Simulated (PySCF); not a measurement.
# C4H7FSi: electronic excitations at several levels of theory

Aim: compute the electronic excitations of C4H7FSi (`F/C=C/[C@@H]1C[SiH2]1`) at several levels, and see how far they spread and what each costs.

The runs use PySCF 2.14.0, with density-fitted response routines of our own; the level of theory stands in each step. All values are computed, except where a source is named. Atoms are numbered from 0 throughout.

## 1. Starting geometry

13 atoms, charge 0, multiplicity 1; geometry from: GFN2-xTB. The atoms were then displaced at random by about 0.01 Å, so the start is not that level's minimum.

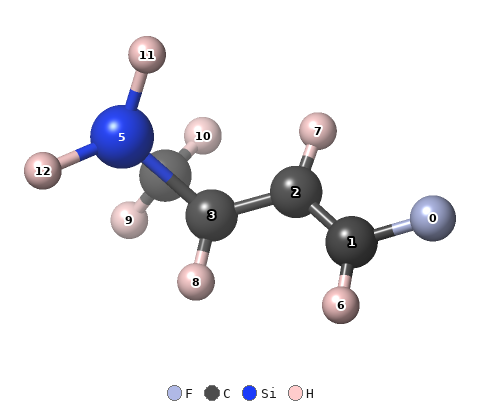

The starting geometry (fluorine light blue, carbon dark grey, silicon blue, hydrogen pink), atoms numbered; sticks join atoms by distance.

## 2. Optimising the geometry at PBE0-D3(BJ)/def2-SVP

The job: settings as JSON, then the geometry in Å.

```
{"job": {"xc": "PBE0", "basis": "def2-SVP", "d3": "d3bj", "grid": 1, "shake": 0.01, "kind": "geom"}, "charge": 0, "multiplicity": 1}
F      3.343930    -0.312220    -0.819110
C      2.271270    -0.206270     0.027180
C      1.006270    -0.217200    -0.415020
C     -0.106090    -0.079510     0.450190
C     -1.457610    -0.751230     0.002020
Si    -1.549960     1.132630    -0.019570
H      2.607460    -0.118140     1.056350
H      0.863440    -0.301600    -1.473620
H      0.092570    -0.172850     1.527220
H     -1.967280    -1.313690     0.788820
H     -1.411710    -1.298330    -0.907840
H     -1.445700     1.799920    -1.292000
H     -2.240770     1.821610     1.065080
```

The run is started by

```console
$ OMP_NUM_THREADS=1 python probes_run.py task.json out
```

This one command runs all jobs of the session in turn.

What it wrote:

```text
step   0  E = -545.21312118  max force = 0.055350
step   1  E = -545.21774318  max force = 0.011254
step   2  E = -545.21789897  max force = 0.014641
step   3  E = -545.21935117  max force = 0.010724
step   4  E = -545.21993973  max force = 0.004039
step   5  E = -545.22034440  max force = 0.002361
step   6  E = -545.22043315  max force = 0.001476
step   7  E = -545.22048195  max force = 0.000591
step   8  E = -545.22049102  max force = 0.000293
optimisation converged
```

Run time: 52 s. Hardware: 1 thread of Arm Neoverse V2, shared host; peak memory 0.51 GiB.

The steps of the relaxation:

```
step  energy from step 0 (eV)  largest force component (eV/Å)
   0                   0.0000                          2.8462
   1                  -0.1258                          0.5787
   2                  -0.1300                          0.7529
   3                  -0.1695                          0.5515
   4                  -0.1855                          0.2077
   5                  -0.1966                          0.1214
   6                  -0.1990                          0.0759
   7                  -0.2003                          0.0304
   8                  -0.2005                          0.0151
```

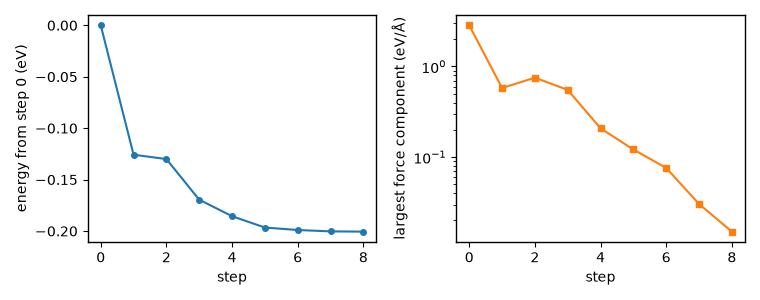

Energy and largest force along the relaxation.

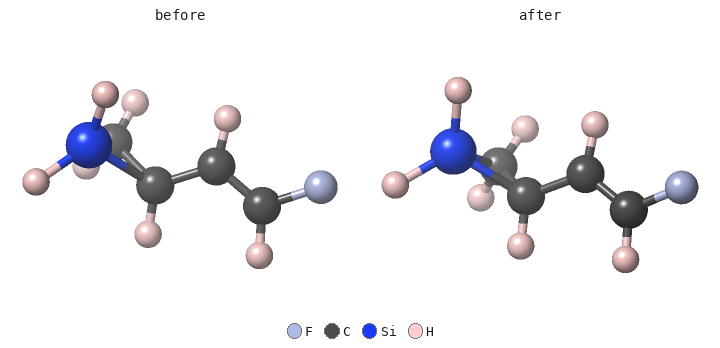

The geometry before (left) and after (right).

Distances of close pairs at the start and the end, largest changes first:

```
   bond  before (Å)  after (Å)  change (Å)
 C3–Si5       1.943      1.885      -0.058
  C2–C3       1.416      1.473      +0.057
Si5–H11       1.441      1.484      +0.043
  F0–C1       1.370      1.334      -0.036
 C4–H10       1.063      1.096      +0.033
  C3–C4       1.574      1.544      -0.031
 C4–Si5       1.886      1.856      -0.030
Si5–H12       1.459      1.484      +0.025
```

The next job starts from the end point, and lists it.

```
                         at the end point                value
  point group (found at 0.08 Å tolerance)                   C1
rotational constants (GHz, main isotopes)  9.038, 1.173, 1.119
                        dipole moment (D)                 1.83
```

## 3. TDDFT and polarisability: PBE0/def2-SVP

The job: settings as JSON, then the geometry in Å.

```
{"job": {"kind": "uv", "xc": "PBE0", "basis": "def2-SVP"}, "charge": 0, "multiplicity": 1}
F      3.243391     0.562492    -1.070121
C      2.273089     0.430959    -0.163871
C      1.024186     0.118924    -0.504743
C     -0.088661    -0.014081     0.451636
C     -1.128831    -1.131922     0.225801
Si    -1.829382     0.576223     0.033675
H      2.619366     0.613102     0.858555
H      0.818826    -0.041661    -1.569400
H      0.204918     0.122007     1.500219
H     -1.394295    -1.731806     1.102797
H     -0.981435    -1.745497    -0.670255
H     -2.082517     1.090035    -1.334945
H     -2.677726     1.149401     1.108136
```

Level: TDDFT PBE0/def2-SVP, vertical, gas phase, core orbitals frozen in the response.

What it wrote:

```text
coarse grid: 11400 points
cycle   1  E = -545.0811009731  dE =  6.434e-01  |g| = 5.115e-01  |ddm| = 3.702e+00
cycle   2  E = -545.0264279205  dE =  5.467e-02  |g| = 7.020e-01  |ddm| = 1.251e+00
cycle   3  E = -545.1372875151  dE = -1.109e-01  |g| = 8.427e-02  |ddm| = 7.777e-01
cycle   4  E = -545.1388267722  dE = -1.539e-03  |g| = 4.293e-02  |ddm| = 1.451e-01
cycle   5  E = -545.1392239541  dE = -3.972e-04  |g| = 9.451e-03  |ddm| = 5.128e-02
cycle   6  E = -545.1392431907  dE = -1.924e-05  |g| = 2.855e-03  |ddm| = 1.223e-02
cycle   7  E = -545.1392452430  dE = -2.052e-06  |g| = 3.331e-04  |ddm| = 3.298e-03
final grid: 105968 points
cycle   8  E = -545.2112494706  dE = -1.855e-05  |g| = 6.530e-03  |ddm| = 2.262e-02
cycle   9  E = -545.2112374271  dE =  1.204e-05  |g| = 9.469e-03  |ddm| = 1.706e-02
cycle  10  E = -545.2112606527  dE = -2.323e-05  |g| = 1.142e-03  |ddm| = 1.107e-02
cycle  11  E = -545.2112609674  dE = -3.147e-07  |g| = 2.392e-04  |ddm| = 1.494e-03
cycle  12  E = -545.2112609814  dE = -1.407e-08  |g| = 8.083e-05  |ddm| = 3.204e-04
cycle  13  E = -545.2112609829  dE = -1.506e-09  |g| = 1.501e-05  |ddm| = 8.981e-05
cycle  14  E = -545.2112609830  dE = -7.162e-11  |g| = 3.962e-06  |ddm| = 2.865e-05
converged SCF energy = -545.2112609830

Static polarisability (au): isotropic 70.385, principal 55.967 58.751 96.439

Singlet excitations
state   eV       nm        f      main configurations
  1   5.7862    214.3   0.25945   H->L 0.86, H->L+1 0.10
  2   6.2783    197.5   0.07383   H->L+1 0.67, H->L+2 0.10, H->L+3 0.08
  3   6.3667    194.7   0.04713   H->L+2 0.84
  4   6.7212    184.5   0.02540   H->L+3 0.80, H-1->L 0.12
  5   6.9352    178.8   0.07058   H-1->L 0.62, H->L+4 0.11, H->L+1 0.11
  6   7.4421    166.6   0.21696   H-1->L+1 0.69, H-1->L+2 0.14
  7   7.4971    165.4   0.02540   H->L+4 0.50, H->L+5 0.30
  8   7.6165    162.8   0.05884   H-1->L+2 0.53, H->L+4 0.15, H->L+5 0.14
  9   7.7227    160.5   0.04707   H->L+5 0.43, H-1->L+2 0.27, H->L+4 0.13
 10   7.9669    155.6   0.06278   H-1->L+3 0.83, H->L+5 0.09

Triplet excitations (Tamm-Dancoff, eV): 3.9628 4.8311 6.0428 6.1154
```

Run time: 15 s. Hardware: 1 thread of Arm Neoverse V2, shared host; peak memory 0.64 GiB.

The orbitals next to the gap, with their largest atomic shares:

```
orbital     eV                         atoms
 HOMO−3  -9.99  Si5 38 %, H12 29 %, H11 23 %
 HOMO−2  -9.53     C3 33 %, C4 19 %, C2 17 %
 HOMO−1  -7.62    C4 36 %, Si5 26 %, C2 13 %
   HOMO  -6.28    C1 25 %, Si5 21 %, C2 18 %
   LUMO   0.23    Si5 47 %, C1 18 %, C2 13 %
 LUMO+1   0.88    Si5 30 %, C1 19 %, C2 19 %
 LUMO+2   1.29  Si5 47 %, H11 12 %, H12 11 %
```

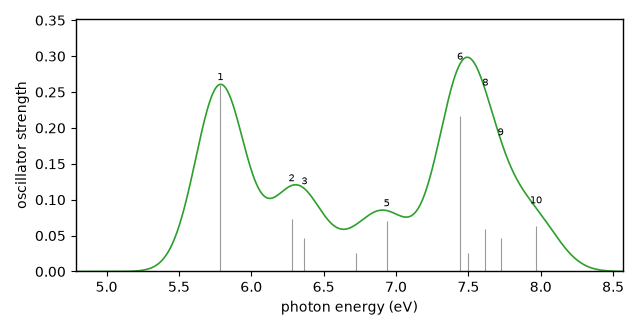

Absorption spectrum from the 10 singlet states computed; above the last one it falls off for lack of states. Lines are broadened to a width of 0.40 eV (Gaussian).

Ground-state properties from the same run:

```
           property  computed
  dipole moment (D)      1.83
polarisability (Å³)     10.43
 HOMO–LUMO gap (eV)      6.51
      −ε(HOMO) (eV)      6.28
```

## 4. TDDFT and polarisability: PBE0/def2-TZVP

The job, as its differences from that of step 3:

```diff
@@ -1,2 +1,2 @@
-{"job": {"kind": "uv", "xc": "PBE0", "basis": "def2-SVP"}, "charge": 0, "multiplicity": 1}
+{"job": {"kind": "uv", "xc": "PBE0", "basis": "def2-TZVP"}, "charge": 0, "multiplicity": 1}
 F      3.243391     0.562492    -1.070121
```

Method: TDDFT PBE0/def2-TZVP, vertical, gas phase, core orbitals frozen in the response.

What it wrote:

```text
coarse grid: 11400 points
cycle   1  E = -545.5463198681  dE =  6.800e-01  |g| = 5.381e-01  |ddm| = 2.781e+00
cycle   2  E = -545.4790582441  dE =  6.726e-02  |g| = 7.638e-01  |ddm| = 1.132e+00
cycle   3  E = -545.6057037098  dE = -1.266e-01  |g| = 9.069e-02  |ddm| = 6.919e-01
cycle   4  E = -545.6073106888  dE = -1.607e-03  |g| = 5.150e-02  |ddm| = 1.249e-01
cycle   5  E = -545.6078531970  dE = -5.425e-04  |g| = 1.163e-02  |ddm| = 5.060e-02
cycle   6  E = -545.6078788468  dE = -2.565e-05  |g| = 3.628e-03  |ddm| = 1.160e-02
cycle   7  E = -545.6078818662  dE = -3.019e-06  |g| = 4.864e-04  |ddm| = 3.037e-03
final grid: 105968 points
cycle   8  E = -545.6012277557  dE = -5.364e-05  |g| = 6.823e-03  |ddm| = 6.885e-02
cycle   9  E = -545.6012161693  dE =  1.159e-05  |g| = 9.409e-03  |ddm| = 1.288e-02
cycle  10  E = -545.6012390485  dE = -2.288e-05  |g| = 1.363e-03  |ddm| = 7.915e-03
cycle  11  E = -545.6012394426  dE = -3.941e-07  |g| = 3.926e-04  |ddm| = 1.652e-03
cycle  12  E = -545.6012394768  dE = -3.415e-08  |g| = 1.317e-04  |ddm| = 4.161e-04
cycle  13  E = -545.6012394809  dE = -4.132e-09  |g| = 2.667e-05  |ddm| = 1.192e-04
cycle  14  E = -545.6012394811  dE = -1.820e-10  |g| = 6.063e-06  |ddm| = 3.380e-05
converged SCF energy = -545.6012394811

Static polarisability (au): isotropic 77.846, principal 62.945 65.548 105.045

Singlet excitations
state   eV       nm        f      main configurations
  1   5.3949    229.8   0.18219   H->L 0.91
  2   5.9819    207.3   0.00686   H->L+2 0.77, H->L+1 0.17
  3   6.0160    206.1   0.18436   H->L+1 0.62, H->L+2 0.19
  4   6.4281    192.9   0.01543   H->L+3 0.89
  5   6.5311    189.8   0.04362   H-1->L 0.76, H->L+4 0.17
  6   6.9171    179.2   0.02521   H->L+4 0.71, H-1->L 0.11
  7   7.1029    174.6   0.14362   H-1->L+1 0.60, H->L+5 0.20, H-1->L+2 0.14
  8   7.1711    172.9   0.12194   H->L+5 0.58, H-1->L+1 0.22
  9   7.2540    170.9   0.03543   H-1->L+2 0.74, H->L+5 0.12
 10   7.6526    162.0   0.02476   H-1->L+3 0.75, H->L+7 0.09

Triplet excitations (Tamm-Dancoff, eV): 3.8958 4.5705 5.7597 5.8077
```

It took 40 s on 1 thread of Arm Neoverse V2, shared host; peak memory 0.91 GiB.

Key values: HOMO -6.32 eV, LUMO -0.09 eV; lowest singlet 5.39 eV.

## 5. Excited states and response: PBE0/aug-cc-pVDZ

The job, as its differences from that of step 4:

```diff
@@ -1,2 +1,2 @@
-{"job": {"kind": "uv", "xc": "PBE0", "basis": "def2-TZVP"}, "charge": 0, "multiplicity": 1}
+{"job": {"kind": "uv", "xc": "PBE0", "basis": "aug-cc-pVDZ"}, "charge": 0, "multiplicity": 1}
 F      3.243391     0.562492    -1.070121
```

With the program's defaults for keys left out, this is: TDDFT PBE0/aug-cc-pVDZ, vertical, gas phase, core orbitals frozen in the response.

What it wrote:

```text
coarse grid: 11400 points
cycle   1  E = -545.4530329879  dE =  7.207e-01  |g| = 4.857e-01  |ddm| = 9.294e+00
cycle   2  E = -545.3916708727  dE =  6.136e-02  |g| = 6.948e-01  |ddm| = 2.474e+00
cycle   3  E = -545.5063084494  dE = -1.146e-01  |g| = 8.267e-02  |ddm| = 1.399e+00
cycle   4  E = -545.5078008918  dE = -1.492e-03  |g| = 4.358e-02  |ddm| = 2.507e-01
cycle   5  E = -545.5081993034  dE = -3.984e-04  |g| = 9.424e-03  |ddm| = 8.910e-02
cycle   6  E = -545.5082173091  dE = -1.801e-05  |g| = 3.167e-03  |ddm| = 2.749e-02
cycle   7  E = -545.5082197833  dE = -2.474e-06  |g| = 3.962e-04  |ddm| = 7.505e-03
final grid: 105968 points
cycle   8  E = -545.5191529144  dE = -2.478e-05  |g| = 7.279e-03  |ddm| = 2.190e-01
cycle   9  E = -545.5191373062  dE =  1.561e-05  |g| = 1.067e-02  |ddm| = 4.763e-02
cycle  10  E = -545.5191668106  dE = -2.950e-05  |g| = 1.328e-03  |ddm| = 2.423e-02
cycle  11  E = -545.5191672315  dE = -4.209e-07  |g| = 2.771e-04  |ddm| = 3.643e-03
cycle  12  E = -545.5191672499  dE = -1.831e-08  |g| = 1.065e-04  |ddm| = 8.881e-04
cycle  13  E = -545.5191672526  dE = -2.724e-09  |g| = 2.177e-05  |ddm| = 2.680e-04
cycle  14  E = -545.5191672527  dE = -1.469e-10  |g| = 6.309e-06  |ddm| = 8.400e-05
converged SCF energy = -545.5191672527

Static polarisability (au): isotropic 82.056, principal 66.771 70.036 109.362

Singlet excitations
state   eV       nm        f      main configurations
  1   5.2381    236.7   0.12853   H->L 0.91
  2   5.3940    229.9   0.00636   H->L+1 0.91
  3   5.6506    219.4   0.01363   H->L+3 0.90
  4   5.7443    215.8   0.17409   H->L+2 0.86
  5   5.8962    210.3   0.01715   H->L+4 0.89
  6   6.0199    206.0   0.02770   H->L+5 0.88
  7   6.3218    196.1   0.01345   H->L+6 0.53, H-1->L 0.37
  8   6.4953    190.9   0.01928   H-1->L 0.47, H->L+6 0.33, H->L+7 0.08
  9   6.5750    188.6   0.00316   H->L+7 0.67, H-1->L+1 0.16
 10   6.6656    186.0   0.00545   H-1->L+1 0.68, H->L+7 0.18

Triplet excitations (Tamm-Dancoff, eV): 3.8842 4.5820 5.3119 5.5097
```

Wall time 34 s (1 thread of Arm Neoverse V2, shared host); peak memory 0.86 GiB.

In short: HOMO -6.35 eV, LUMO -0.27 eV; lowest singlet 5.24 eV.

## 6. TDDFT and polarisability: PBE0/def2-TZVPD

The job, as its differences from that of step 5:

```diff
@@ -1,2 +1,2 @@
-{"job": {"kind": "uv", "xc": "PBE0", "basis": "aug-cc-pVDZ"}, "charge": 0, "multiplicity": 1}
+{"job": {"kind": "uv", "xc": "PBE0", "basis": "def2-TZVPD"}, "charge": 0, "multiplicity": 1}
 F      3.243391     0.562492    -1.070121
```

Method: TDDFT PBE0/def2-TZVPD, vertical, gas phase, core orbitals frozen in the response.

What it wrote:

```text
coarse grid: 11400 points
cycle   1  E = -545.5479666872  dE =  6.807e-01  |g| = 5.380e-01  |ddm| = 4.376e+00
cycle   2  E = -545.4792328683  dE =  6.873e-02  |g| = 7.685e-01  |ddm| = 1.590e+00
cycle   3  E = -545.6073716676  dE = -1.281e-01  |g| = 8.876e-02  |ddm| = 8.448e-01
cycle   4  E = -545.6088827059  dE = -1.511e-03  |g| = 5.162e-02  |ddm| = 1.491e-01
cycle   5  E = -545.6094320272  dE = -5.493e-04  |g| = 1.168e-02  |ddm| = 5.129e-02
cycle   6  E = -545.6094575014  dE = -2.547e-05  |g| = 3.674e-03  |ddm| = 1.660e-02
cycle   7  E = -545.6094605907  dE = -3.089e-06  |g| = 4.896e-04  |ddm| = 5.123e-03
final grid: 105968 points
cycle   8  E = -545.6028166393  dE = -5.723e-05  |g| = 6.866e-03  |ddm| = 3.658e-01
cycle   9  E = -545.6028048723  dE =  1.177e-05  |g| = 9.475e-03  |ddm| = 2.647e-02
cycle  10  E = -545.6028281003  dE = -2.323e-05  |g| = 1.368e-03  |ddm| = 1.255e-02
cycle  11  E = -545.6028284972  dE = -3.969e-07  |g| = 4.015e-04  |ddm| = 1.978e-03
cycle  12  E = -545.6028285328  dE = -3.563e-08  |g| = 1.324e-04  |ddm| = 7.305e-04
cycle  13  E = -545.6028285370  dE = -4.219e-09  |g| = 2.806e-05  |ddm| = 2.073e-04
cycle  14  E = -545.6028285372  dE = -2.003e-10  |g| = 6.221e-06  |ddm| = 6.778e-05
converged SCF energy = -545.6028285372

Static polarisability (au): isotropic 81.852, principal 66.701 69.810 109.044

Singlet excitations
state   eV       nm        f      main configurations
  1   5.2601    235.7   0.14548   H->L 0.92
  2   5.6071    221.1   0.00365   H->L+2 0.79, H->L+1 0.14
  3   5.8241    212.9   0.16546   H->L+1 0.52, H->L+3 0.14, H->L+2 0.14
  4   5.8878    210.6   0.04098   H->L+3 0.64, H->L+1 0.22, H->L+4 0.10
  5   6.1126    202.8   0.00603   H->L+4 0.75, H->L+3 0.14
  6   6.2640    197.9   0.03409   H->L+5 0.78, H-1->L 0.14
  7   6.4312    192.8   0.02484   H-1->L 0.67, H->L+5 0.14, H->L+6 0.09
  8   6.6761    185.7   0.00602   H->L+6 0.72, H-1->L 0.08
  9   6.8187    181.8   0.00542   H-1->L+2 0.72, H-1->L+1 0.10
 10   6.8986    179.7   0.08024   H-1->L+1 0.58, H->L+7 0.30

Triplet excitations (Tamm-Dancoff, eV): 3.8723 4.5150 5.4702 5.6283
```

Wall time 57 s (1 thread of Arm Neoverse V2, shared host); peak memory 1.1 GiB.

Key values: HOMO -6.35 eV, LUMO -0.23 eV; lowest singlet 5.26 eV.

## 7. Ultraviolet spectrum: PBE0/6-31+G*

The job, as its differences from that of step 6:

```diff
@@ -1,2 +1,2 @@
-{"job": {"kind": "uv", "xc": "PBE0", "basis": "def2-TZVPD"}, "charge": 0, "multiplicity": 1}
+{"job": {"kind": "uv", "xc": "PBE0", "basis": "6-31+G*"}, "charge": 0, "multiplicity": 1}
 F      3.243391     0.562492    -1.070121
```

With the program's defaults for keys left out, this is: TDDFT PBE0/6-31+G*, vertical, gas phase, core orbitals frozen in the response.

What it wrote:

```text
coarse grid: 11400 points
cycle   1  E = -545.4679505241  dE =  7.035e-01  |g| = 4.822e-01  |ddm| = 4.192e+00
cycle   2  E = -545.4087718278  dE =  5.918e-02  |g| = 6.844e-01  |ddm| = 2.478e+00
cycle   3  E = -545.5220202534  dE = -1.132e-01  |g| = 8.172e-02  |ddm| = 1.764e+00
cycle   4  E = -545.5234644420  dE = -1.444e-03  |g| = 4.260e-02  |ddm| = 2.303e-01
cycle   5  E = -545.5238449598  dE = -3.805e-04  |g| = 9.248e-03  |ddm| = 6.946e-02
cycle   6  E = -545.5238624908  dE = -1.753e-05  |g| = 2.967e-03  |ddm| = 1.983e-02
cycle   7  E = -545.5238646925  dE = -2.202e-06  |g| = 3.744e-04  |ddm| = 7.432e-03
final grid: 105968 points
cycle   8  E = -545.4787415089  dE = -1.821e-05  |g| = 7.608e-03  |ddm| = 9.176e-02
cycle   9  E = -545.4787246360  dE =  1.687e-05  |g| = 1.126e-02  |ddm| = 3.651e-02
cycle  10  E = -545.4787564584  dE = -3.182e-05  |g| = 1.262e-03  |ddm| = 2.620e-02
cycle  11  E = -545.4787568371  dE = -3.787e-07  |g| = 2.636e-04  |ddm| = 2.560e-03
cycle  12  E = -545.4787568542  dE = -1.709e-08  |g| = 9.600e-05  |ddm| = 8.366e-04
cycle  13  E = -545.4787568563  dE = -2.086e-09  |g| = 1.937e-05  |ddm| = 1.940e-04
cycle  14  E = -545.4787568564  dE = -1.082e-10  |g| = 6.000e-06  |ddm| = 1.070e-04
converged SCF energy = -545.4787568564

Static polarisability (au): isotropic 76.340, principal 61.305 64.299 103.417

Singlet excitations
state   eV       nm        f      main configurations
  1   5.2607    235.7   0.13519   H->L 0.93
  2   5.5083    225.1   0.00652   H->L+1 0.93
  3   5.8375    212.4   0.14283   H->L+2 0.55, H->L+3 0.25, H->L+4 0.11
  4   5.8961    210.3   0.06617   H->L+3 0.60, H->L+2 0.28
  5   6.1460    201.7   0.00633   H->L+4 0.65, H->L+5 0.17, H->L+3 0.11
  6   6.2606    198.0   0.04257   H->L+5 0.74, H->L+4 0.13
  7   6.4521    192.2   0.03793   H-1->L 0.79
  8   6.7283    184.3   0.00007   H-1->L+1 0.73, H->L+7 0.15
  9   6.7673    183.2   0.00436   H->L+6 0.72
 10   6.8601    180.7   0.00291   H->L+7 0.71, H-1->L+1 0.15

Triplet excitations (Tamm-Dancoff, eV): 3.9074 4.5723 5.4127 5.6845
```

It took 16 s on 1 thread of Arm Neoverse V2, shared host; peak memory 0.67 GiB.

Key values: HOMO -6.32 eV, LUMO -0.21 eV; lowest singlet 5.26 eV.

## 8. Side by side: electronic excitations

Excitations and ground-state properties, with basis size and wall time:

```
             run  lowest singlet (eV)  brightest (eV)      f  gap (eV)  α (Å³)  μ (D)  functions  time
   PBE0/def2-SVP                 5.79            5.79  0.259      6.51   10.43   1.83        123  15 s
  PBE0/def2-TZVP                 5.39            6.02  0.184      6.23   11.54   1.92        234  40 s
PBE0/aug-cc-pVDZ                 5.24            5.74  0.174      6.08   12.16   1.95        205  34 s
 PBE0/def2-TZVPD                 5.26            5.82  0.165      6.12   12.13   1.96        294  57 s
    PBE0/6-31+G*                 5.26            5.84  0.143      6.11   11.31   2.05        126  16 s
```

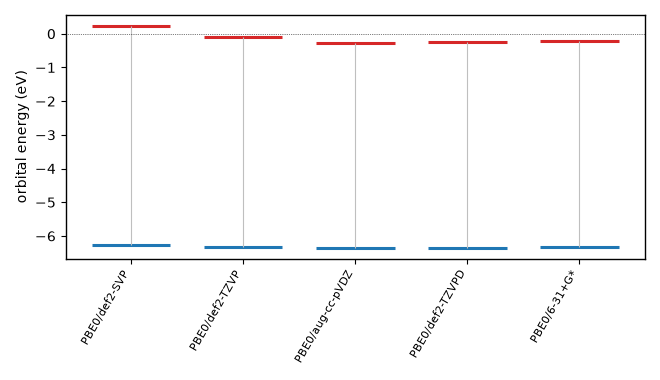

HOMO (blue) and LUMO (red) run by run.

## 9. Outcome

```
                            quantity                        value
                         point group                           C1
rotational constants (main isotopes)         9.04, 1.17, 1.12 GHz
      lowest singlet (PBE0/def2-SVP)  5.79 eV (214 nm), f = 0.259
                      lowest triplet                      3.96 eV
         range of the lowest singlet              5.24 to 5.79 eV
```

What this shows: Single values in the summary come from the first run of each kind that ended normally (PBE0/def2-SVP), which need not be the best level. The optimisation took 8 steps and gained 0.201 eV; among the close pairs (by a distance rule), C3–Si5 changed most, from 1.943 to 1.885 Å. The lowest singlet, at 5.79 eV, is HOMO→LUMO 0.86, HOMO→LUMO+1 0.10 and is bright. The lowest triplet lies 1.82 eV below the lowest singlet (triplets in Tamm-Dancoff, singlets in full TDDFT). The lowest singlet runs from 5.24 eV (PBE0/aug-cc-pVDZ) to 5.79 eV (PBE0/def2-SVP), while the orbital gap spans 6.08 to 6.51 eV. The lowest state need not be the same one in every run.
